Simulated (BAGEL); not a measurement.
# Si2H3OF (SMILES F[Si]O[SiH3]), step by step

Aim: the energy (HF/def2-SVP), then the energy (NEVPT2(2,2)/def2-SVP), then the energy (CASPT2(2,2)/def2-SVP) of Si2H3OF. 

The calculation is run with BAGEL 1.2.2.

2 further runs of the same task are left out: 2 set aside as unsound or not needed.

## (1) Starting point

The species is Si2H3OF (7 atoms), meant as a singlet with charge 0. SMILES: `F[Si]O[SiH3]`. The Si4–H7 distance was set to 4.153 Å, away from the relaxed value. At this shape a bond of the SMILES string is far longer than usual.

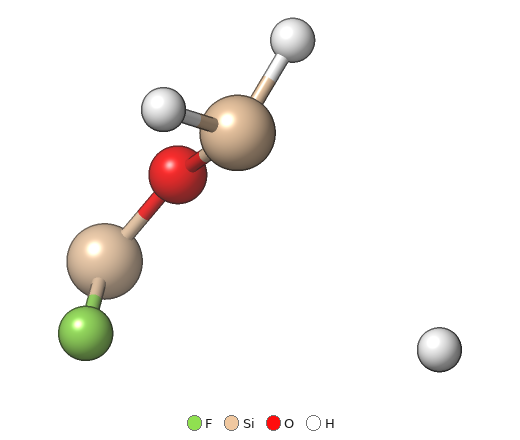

Viewed from a chosen angle; fluorine green, silicon light orange, oxygen red, hydrogen white.

## (2) A single-point energy at HF/def2-SVP (density fitting with svp-jkfit) (run 1)

File input.json:

```json
{ "bagel" : [

{
  "title" : "molecule",
  "basis" : "svp",
  "df_basis" : "svp-jkfit",
  "angstrom" : "false",
  "geometry" : [
    { "atom" : "F", "xyz" : [    -3.79084352,    -3.58889416,     3.70875004 ] },
    { "atom" : "Si", "xyz" : [    -5.80907102,    -4.22384213,     1.50306170 ] },
    { "atom" : "O", "xyz" : [    -6.01618500,    -1.52342350,     0.03644526 ] },
    { "atom" : "Si", "xyz" : [    -5.04732242,     1.45024953,    -0.09980400 ] },
    { "atom" : "H", "xyz" : [    -6.33139132,     2.66647726,    -2.27072137 ] },
    { "atom" : "H", "xyz" : [    -5.72781280,     2.77438062,     2.27501483 ] },
    { "atom" : "H", "xyz" : [     2.72876452,     1.65502214,    -1.14007177 ] }
  ]
},

{ "title" : "hf" },

{ "title" : "print", "file" : "orbitals.molden", "orbitals" : "true" }

]}
```

Started as:

```sh
BAGEL_NUM_THREADS=1 BAGEL input.json > input.out
```

The log of the run:

```text
* using 1 threads per process

  ===============================================================
  ===============================================================

  *** Geometry ***

  { "atom" : "F", "xyz" : [     -3.790844,     -3.588894,      3.708750 ] },
  { "atom" : "Si", "xyz" : [     -5.809071,     -4.223842,      1.503062 ] },
  { "atom" : "O", "xyz" : [     -6.016185,     -1.523424,      0.036445 ] },
  { "atom" : "Si", "xyz" : [     -5.047322,      1.450250,     -0.099804 ] },
  { "atom" : "H", "xyz" : [     -6.331391,      2.666477,     -2.270721 ] },
  { "atom" : "H", "xyz" : [     -5.727813,      2.774381,      2.275015 ] },
  { "atom" : "H", "xyz" : [      2.728765,      1.655022,     -1.140072 ] },

  Number of auxiliary basis functions:      464

  Since a DF basis is specified, we compute 2- and 3-index integrals:
    o Being stored without compression. Storage requirement is 0.023 GB

  Number of basis functions:       79
  Number of electrons      :       48

    * METHOD: MOLECULE                             0.20

  *** RHF ***

  === Nuclear Repulsion ===
   205.7200661023

      * DIIS with orbital gradients will be used.

  === RHF iteration (svp) ===
      0       -753.11381222          0.02209785           0.06
      1       -753.15555835          0.01839894           0.06
      2       -753.41038858          0.00505152           0.06
      3       -753.44281994          0.00093173           0.06
      4       -753.44391987          0.00025287           0.06
      5       -753.44398928          0.00011169           0.06
      6       -753.44399962          0.00002618           0.06
      7       -753.44400045          0.00000929           0.05
      8       -753.44400053          0.00000273           0.06
      9       -753.44400054          0.00000063           0.06
     10       -753.44400054          0.00000029           0.06
     11       -753.44400054          0.00000014           0.06
     12       -753.44400054          0.00000004           0.06
     13       -753.44400054          0.00000002           0.06
     14       -753.44400054          0.00000001           0.06
    * SCF iteration converged.

    * Permanent dipole moment:
           (    2.128703,    -0.071225,    -0.056461) a.u.

    * METHOD: HF                                   0.99

    * METHOD: PRINT                                0.02

  ===============================================================
```

Run time: 1.3 s. Hardware: 1 thread of Arm Neoverse V1, shared host; peak memory 0.15 GiB.

## (3) A single-point energy at NEVPT2(2,2)/def2-SVP (density fitting with svp-jkfit) (run 2)

input.json: that of step 2 with these lines changed.

```diff
@@ -6,3 +6,2 @@
   "df_basis" : "svp-jkfit",
-  "angstrom" : "false",
   "geometry" : [
@@ -18,5 +17,32 @@
 
-{ "title" : "hf" },
+{
+  "title" : "hf"
+},
 
-{ "title" : "print", "file" : "orbitals.molden", "orbitals" : "true" }
+{
+  "title" : "casscf",
+  "nstate" : 1,
+  "nact" : 2,
+  "nclosed" : 23,
+  "active" : [24, 25],
+  "maxiter" : 200,
+  "natocc" : true
+},
+
+{
+  "title" : "nevpt2",
+  "nstate" : 1,
+  "nact" : 2,
+  "nclosed" : 23,
+  "active" : [24, 25],
+  "maxiter" : 200,
+  "natocc" : true,
+  "ncore" : 12
+},
+
+{
+  "title" : "print",
+  "file" : "orbitals.molden",
+  "orbitals" : true
+}
```

Started as:

```sh
BAGEL_NUM_THREADS=1 BAGEL input.json > input.out
```

The log of the run:

```text
* using 1 threads per process

  ===============================================================
  ===============================================================

  *** Geometry ***

  { "atom" : "F", "xyz" : [     -3.790844,     -3.588894,      3.708750 ] },
  { "atom" : "Si", "xyz" : [     -5.809071,     -4.223842,      1.503062 ] },
  { "atom" : "O", "xyz" : [     -6.016185,     -1.523424,      0.036445 ] },
  { "atom" : "Si", "xyz" : [     -5.047322,      1.450250,     -0.099804 ] },
  { "atom" : "H", "xyz" : [     -6.331391,      2.666477,     -2.270721 ] },
  { "atom" : "H", "xyz" : [     -5.727813,      2.774381,      2.275015 ] },
  { "atom" : "H", "xyz" : [      2.728765,      1.655022,     -1.140072 ] },

  Number of auxiliary basis functions:      464

  Since a DF basis is specified, we compute 2- and 3-index integrals:
    o Being stored without compression. Storage requirement is 0.023 GB

  Number of basis functions:       79
  Number of electrons      :       48

    * METHOD: MOLECULE                             0.19

  *** RHF ***

  === Nuclear Repulsion ===
   205.7200661023

      * DIIS with orbital gradients will be used.

  === RHF iteration (svp) ===
      0       -753.11381222          0.02209785           0.06
      1       -753.15555835          0.01839894           0.06
      2       -753.41038858          0.00505152           0.05
      3       -753.44281994          0.00093173           0.06
      4       -753.44391987          0.00025287           0.06
      5       -753.44398928          0.00011169           0.06
      6       -753.44399962          0.00002618           0.05
      7       -753.44400045          0.00000929           0.05
      8       -753.44400053          0.00000273           0.05
      9       -753.44400054          0.00000063           0.05
     10       -753.44400054          0.00000029           0.05
     11       -753.44400054          0.00000014           0.05
     12       -753.44400054          0.00000004           0.05
     13       -753.44400054          0.00000002           0.05
     14       -753.44400054          0.00000001           0.05
    * SCF iteration converged.

    * Permanent dipole moment:
           (    2.128703,    -0.071225,    -0.056461) a.u.

    * METHOD: HF                                   0.96

  ---------------------------
      CASSCF calculation
  ---------------------------

    ==== Active orbitals : =====
         Orbital 24
         Orbital 25
    ============================

    * nstate   :      1
    * nclosed  :     23
    * nact     :      2
    * nvirt    :     54
  === CASSCF iteration (svp) ===

    * Using the second-order algorithm

      0  0      -753.55365462     6.75e-03      0.02

      1  0      -753.57765573     3.50e-04      0.31

      2  0      -753.57771441     6.99e-05      0.30

      3  0      -753.57771658     1.59e-05      0.31

      4  0      -753.57771669     3.64e-06      0.30

      5  0      -753.57771670     8.31e-07      0.31

      6  0      -753.57771670     1.90e-07      0.28

      7  0      -753.57771670     4.33e-08      0.25

      8  0      -753.57771670     9.90e-09      0.23

    * Second-order optimization converged. *

     guess   0:   closed 1.                   open ..

  === FCI iteration ===

      0  0      -753.41806548     9.47e-02      0.00
      1  0      -753.57318905     1.99e-02      0.00
      2  0 *    -753.57771670     1.78e-16      0.00

     * ci vector, state   0, <S^2> = 0.0000
       2.     0.7598003418
       .2    -0.6501564739

    * METHOD: CASSCF                               2.42

    * freezing 12 orbitals

  === DF-NEVPT2 calculation ===

    * 3-index integral transformation done
    * assembly done

      NEVPT2 correlation energy:   -0.5229730955      0.13

          (+0)     -0.4962163631
          (+0)'    -0.0023543729
          (+1)     -0.0078649282
          (+1)'    -0.0000000000
          (+2)     -0.0000135082
          (-1)     -0.0164814762
          (-1)'     0.0000000000
          (-2)     -0.0000424469

      NEVPT2 total energy:       -754.1006897934

    * METHOD: NEVPT2                               0.23

    * METHOD: PRINT                                0.02

  ===============================================================
```

Wall time 4.2 s (1 thread of Arm Neoverse V1, shared host); peak memory 0.15 GiB.

## (4) The energy at CASPT2(2,2)/def2-SVP (density fitting with svp-jkfit) (run 3)

File input.json:

```json
{ "bagel": [

{
  "title": "molecule",
  "basis": "svp",
  "df_basis": "svp-jkfit",
  "geometry": [
    { "atom": "F", "xyz": [ -3.79084352, -3.58889416,  3.70875004 ] },
    { "atom": "Si", "xyz": [ -5.80907102, -4.22384213,  1.50306170 ] },
    { "atom": "O", "xyz": [ -6.01618500, -1.52342350,  0.03644526 ] },
    { "atom": "Si", "xyz": [ -5.04732242,  1.45024953, -0.09980400 ] },
    { "atom": "H", "xyz": [ -6.33139132,  2.66647726, -2.27072137 ] },
    { "atom": "H", "xyz": [ -5.72781280,  2.77438062,  2.27501483 ] },
    { "atom": "H", "xyz": [  2.72876452,  1.65502214, -1.14007177 ] }
  ]
},
{
  "title": "hf"
},
{
  "title": "casscf",
  "nstate": 1,
  "nact": 2,
  "nclosed": 23,
  "active": [24, 25],
  "maxiter": 200,
  "natocc": true
},
{
  "title": "print",
  "file": "orbitals.molden",
  "orbitals": true
},
{
  "title": "smith",
  "method": "caspt2",
  "ms": true,
  "xms": true,
  "sssr": true,
  "shift": 0.2,
  "shift_imag": true,
  "ncore": 12
}

]}
```

Started as:

```sh
BAGEL_NUM_THREADS=1 BAGEL input.json > input.out
```

The log of the run:

```text
* using 1 threads per process

  ===============================================================
  ===============================================================

  *** Geometry ***

  { "atom" : "F", "xyz" : [     -3.790844,     -3.588894,      3.708750 ] },
  { "atom" : "Si", "xyz" : [     -5.809071,     -4.223842,      1.503062 ] },
  { "atom" : "O", "xyz" : [     -6.016185,     -1.523424,      0.036445 ] },
  { "atom" : "Si", "xyz" : [     -5.047322,      1.450250,     -0.099804 ] },
  { "atom" : "H", "xyz" : [     -6.331391,      2.666477,     -2.270721 ] },
  { "atom" : "H", "xyz" : [     -5.727813,      2.774381,      2.275015 ] },
  { "atom" : "H", "xyz" : [      2.728765,      1.655022,     -1.140072 ] },

  Number of auxiliary basis functions:      464

  Since a DF basis is specified, we compute 2- and 3-index integrals:
    o Being stored without compression. Storage requirement is 0.023 GB

  Number of basis functions:       79
  Number of electrons      :       48

    * METHOD: MOLECULE                             0.20

  *** RHF ***

[... 11 lines left out ...]
    * SCF iteration converged.
[... 1 line left out ...]
    * Permanent dipole moment:
[... 27 lines left out ...]
    * Second-order optimization converged. *
[... 9 lines left out ...]
     * ci vector, state   0, <S^2> = 0.0000
[... 16 lines left out ...]
    * Zeroth order energy : state  0       -0.3346851293

    * CASPT2 iteration is performed using orthogonal basis

      -------------------------------------------  CASPT2 iteration  ---------------------------------------------------
       #      aibj      arbs      arbi      airj      risj      airs      arst      rist         Etot      error   time
      ------------------------------------------------------------------------------------------------------------------

       0  -0.49417  -0.00005  -0.01808  -0.00871  -0.00002  -0.00233  -0.00000   0.00000   -0.5233674  0.0002706   0.07
       1  -0.49417  -0.00005  -0.01808  -0.00872  -0.00002  -0.00235  -0.00000  -0.00000   -0.5234104  0.0000325   0.06
       2  -0.49417  -0.00005  -0.01808  -0.00872  -0.00002  -0.00235  -0.00000  -0.00000   -0.5234110  0.0000029   0.06
       3  -0.49417  -0.00005  -0.01808  -0.00872  -0.00002  -0.00235  -0.00000  -0.00000   -0.5234110  0.0000003   0.06

      ------------------------------------------------------------------------------------------------------------------

    * CASPT2 energy : state  0     -754.1036796117
        w/o shift correction       -754.1011276708
        reference weight              0.8642194506

    * METHOD: SMITH                                0.44

  ===============================================================
```

Run time: 4.2 s. Hardware: 1 thread of Arm Neoverse V1, shared host; peak memory 0.15 GiB.

## (5) Outcome

| quantity | value |
| --- | --- |
| run 1, HF/def2-SVP: total energy | -753.44400 Eh |
| run 1, HF/def2-SVP: dipole moment | 5.42 D |
| run 1, HF/def2-SVP: HOMO energy | -6.91 eV |
| run 1, HF/def2-SVP: LUMO energy | -2.10 eV |
| run 1, HF/def2-SVP: HOMO–LUMO gap | 4.81 eV |
| run 2, NEVPT2(2,2)/def2-SVP: total energy | -754.10069 Eh |
| run 3, CASPT2(2,2)/def2-SVP: total energy | -754.10368 Eh |

One bond (run 1, HF/def2-SVP) is far stretched, which a spin-restricted single reference describes badly; a broken-symmetry solution may lie lower.
